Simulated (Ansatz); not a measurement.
The starting structures come from a database of crystals and need not be the phases stable at ambient conditions.

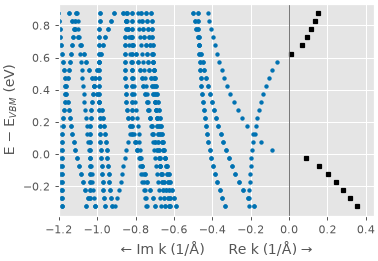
Fig. 1. Complex bands at the centre of the two-dimensional zone; r2SCAN (Ansatz, a quantum-chemistry and plane-wave program)

The gap is the functional's own, uncorrected, and κ follows it; spin-orbit coupling is left out. Mid-gap values are interpolated between the computed energies.

Question: This is KAg2AsO4 (I-42m, not sure to be the ambient phase, 8 atoms a cell, 16.3 Å³ an atom, -5 GPa at this level) along the normal of (111). Read off the slowest decay at the centre of the two-dimensional zone at 0.33 eV, the computed energy nearest the middle of the gap.

Answer: κ ≈ 0.15 1/Å, a decay length 1/(2κ) of the density of 3.4 Å.
